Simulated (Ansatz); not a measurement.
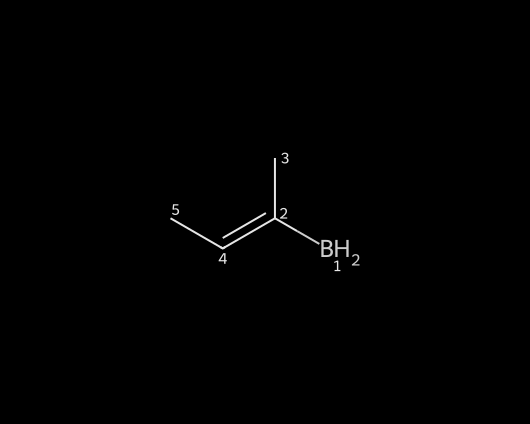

Skeletal drawing with numbered atoms; wedges and dashes mark any stereocentres. The configuration is that of a computed structure (PBE-D4/def2-SVP).

Q: What are the Cahn–Ingold–Prelog descriptors?

A: C2=C4: Z.

Q: Give a SMILES with the stereochemistry.

A: B/C(C)=C/C
